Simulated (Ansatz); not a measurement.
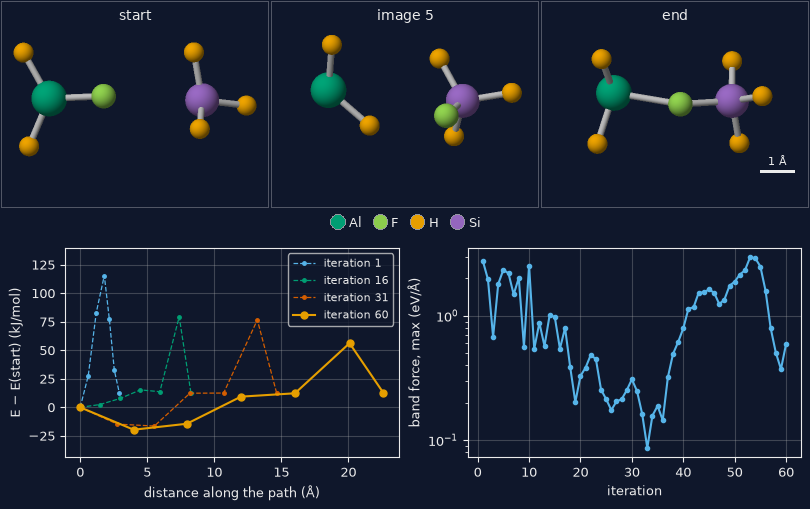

A search for the minimum-energy path of AlSiH$_{5}$F (multiplicity 2), made up at the start of AlH2F and SiH3 by the nudged elastic band. Images are numbered from 0 (start) to 6 (end). The plot follows the band through its iterations. A ball-and-stick model, seen face on.

Theory: Ansatz 0.2.0, UKS B3LYP/def2-SVP. Run with 5 movable images; climbing image; force threshold 0.05 eV/Å; iteration limit 60; spring constant 0.5 eV/Å²; starting path through a guess of the saddle point.

Q: Judge this run.

A: The result isn't final. The band hadn't converged when the run stopped after 60 iterations. The largest component of the band force went from 2.8 to 0.6 eV/Å. The barrier read from it is provisional: over the last two iterations the highest image moved from 62.1 kJ/mol to 56.2 kJ/mol. The first iteration put the highest image at 115.6 kJ/mol. Relative to the start the highest point is image 5 at +56.2 kJ/mol and the end lies at +12.6 kJ/mol, but the profile dips to −19.6 kJ/mol at image 1 on the way, so there may be an intermediate minimum, or an end is no minimum.

Limits of the set-up: the start holds two separate molecules, 3.1 Å apart at their closest, whose relative position is a soft coordinate and is computed without a dispersion correction.
